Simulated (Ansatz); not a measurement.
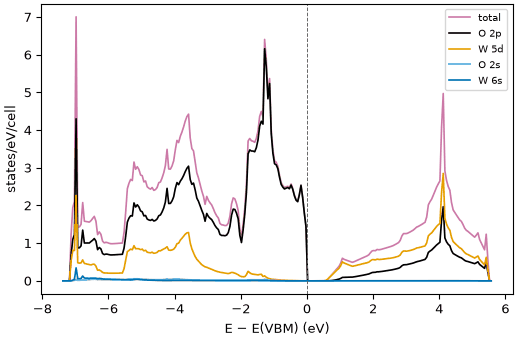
*Total and projected density of states of WO3 (ReO3 type, Pm-3m), plane-wave PAW PBEsol (Ansatz code)*

Q: Which orbitals carry the states next to the gap?

A: Top 1 eV of the valence band: O 2p 99 %. Bottom 1 eV of the conduction band: W 5d 82 %, O 2p 17 %. Projections are on Löwdin-orthogonalised atomic valence shells; empty p or d shells of many metals are not among them.

Q: Where is the tallest occupied peak in this window, and what makes it?

A: Near -7.0 eV, about 7.0 states/eV per cell; the largest projected share is O 2p.

The first step of the workflow began from a Materials Project structure, measured or hypothetical; the Crystallography Open Database copy checked does not list it. COD files the formula under space group No. 2, 14, 62, 129, 130, 191, so this cell is another polymorph or a model. Its standing as an ambient phase is unchecked. The PBEsol relaxation kept the symmetry of its start; its stability against distortions is not shown here. No spin polarisation was allowed. No Hubbard U is applied. Scalar-relativistic: spin–orbit coupling is off unless named, which matters more the heavier the elements.

Potentials: the later of the program's two PAW sets.
